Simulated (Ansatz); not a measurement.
# A computed series for AgRhO2: pressure series

Start from AgRhO₂ (space group R-3m, No. 166; a = 3.053 Å, c = 18.577 Å (hexagonal axes); a cell from a computed database, its experimental status unchecked).

Cell and atoms are relaxed at each pressure.

The values are results of PBEsol, PAW, 420 eV (Ansatz, a first-principles code; no spin-orbit coupling), not measurements.

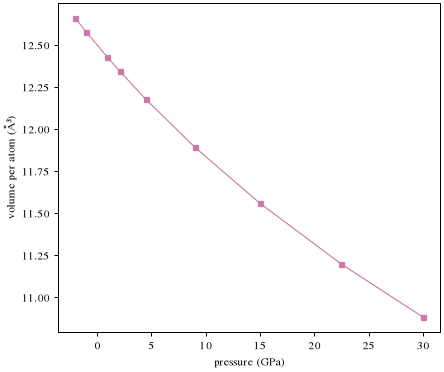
Fig. 1. Volume against pressure

### Question
Estimate the zero-pressure bulk modulus from the plot.

### Answer
About 160 GPa; a third-order Birch–Murnaghan fit to the points gives V₀ = 12.50 Å³/atom, B₀ = 163 GPa and B₀′ = 4.1.

Load acts through the strain it causes; cell and atoms are relaxed under it. Stability against distortions was not tested. No other phases were tried under pressure.
